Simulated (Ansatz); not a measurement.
The calculation's input:

```
crystal:
  periodic: [false, false, false]
  atoms:
    - {symbol: Si, position_ang: [-0.258886, 0.170953, 0.239063]}
    - {symbol: Cl, position_ang: [0.557048, 1.935763, -0.426849]}
    - {symbol: H, position_ang: [0.270716, -0.030927, 1.607152]}
    - {symbol: O, position_ang: [0.117774, -1.069412, -0.753543]}
    - {symbol: H, position_ang: [-1.727882, 0.289701, 0.208781]}
    - {symbol: H, position_ang: [1.041229, -1.296078, -0.874504]}
basis:
  gaussian: {orbitals: def2-TZVPP}
hamiltonian: {xc: pbe0, dispersion: d4}
output: {orbitals: {seedname: orbitals}}
```

Run with:

```sh
ansatz run in.yaml --threads 2 --pin off --events-out ev --progress --plain --max-ram 4352MiB
```

The product side of a reaction path; geometry: PBE0-D4/def2-TZVP.

Level of theory: RKS PBE0-D4/def2-TZVPP (Ansatz).

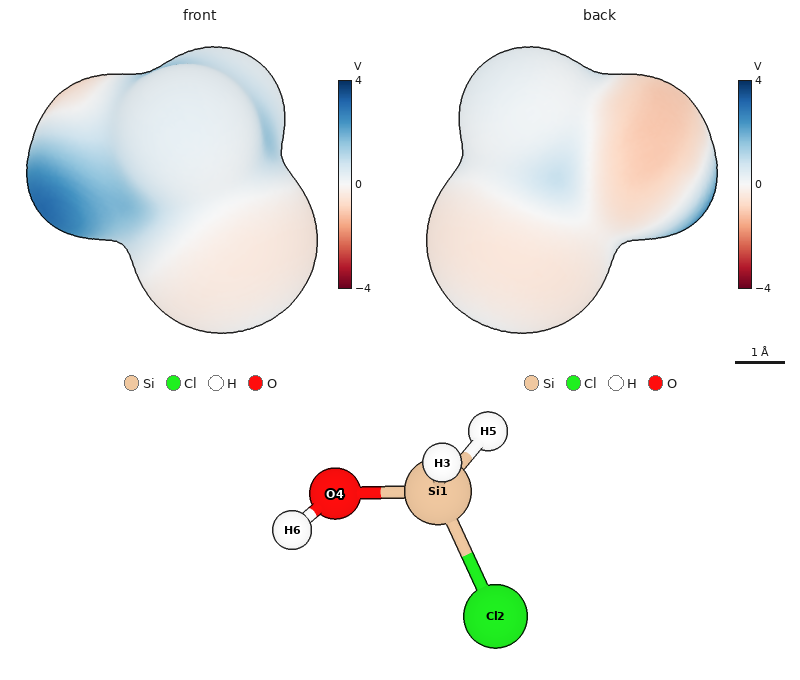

ClH3OSi. The molecular electrostatic potential painted on the density surface at 0.002 e/bohr³, seen from the front and from behind; red is negative and blue positive. The bare structure is drawn below in the same view.

Where is the surface potential most negative and most positive?

The most negative region (about −1.1 V) lies over O4, the most positive (about +3.0 V) over H6. O4 is the likeliest acceptor of a hydrogen bond.
